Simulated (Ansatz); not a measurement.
```
CELL_PARAMETERS angstrom
3.26525 0.00000 0.00000
-1.63263 2.82779 0.00000
0.00000 0.00000 7.67175
ATOMIC_POSITIONS crystal
Zr 0.00000 0.00000 0.80935
Zr 0.00000 0.00000 0.19065
Sb 0.66667 0.33333 0.50000
H 0.33333 0.66667 0.00000
```

Space group P-6m2; a structure generated by program, which may or may not match a known phase.

Theory: Ansatz 0.2.0, DFT PBE, scalar-relativistic, plane waves, PAW.

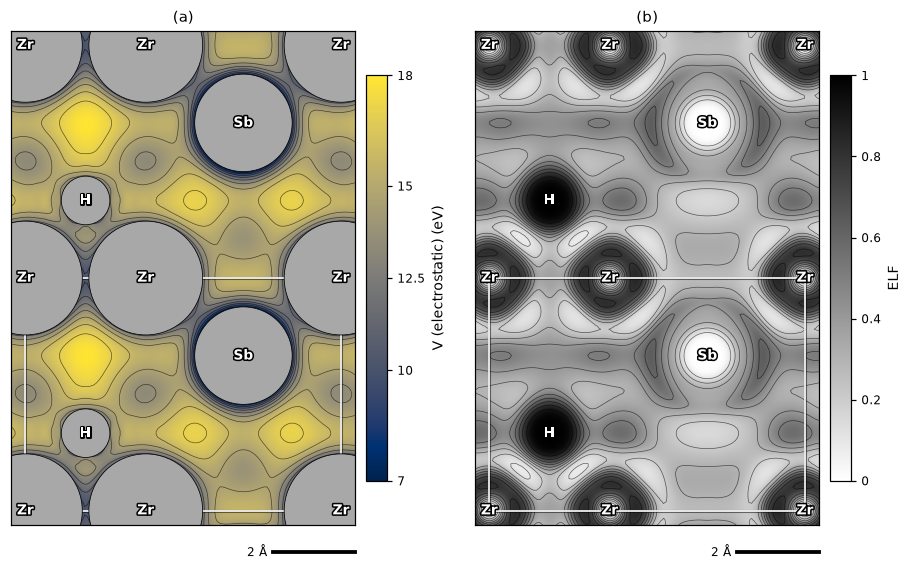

Zr2SbH. (a) electrostatic potential energy of an electron; (b) electron localisation function on the (110) plane of the conventional cell. Grey discs cover the atomic cores in the potential map.

In a PAW calculation such maps are meaningful between the atoms, not at the nuclei.

> What does the map show?

- The section cuts through Zr, Sb and H sites.
- Zr–H (2.39 Å): the ELF climbs to about 1 towards the hydrogen.
- Zr–Zr (2.93 Å): the ELF is about 0.35 at the midpoint.
- Zr–Sb (3.03 Å): the ELF peaks at about 0.55 in the valence shell of Sb, 1.3 Å from its nucleus, and is about 0.35 at the midpoint.
- The features right at Zr lie inside the PAW spheres, where the map follows smoothed inner orbitals and isn't to be read closely.
- Outside the cores the potential energy rises away from the atoms and is highest about 1.9 Å from the nearest atoms; its zero is arbitrary.
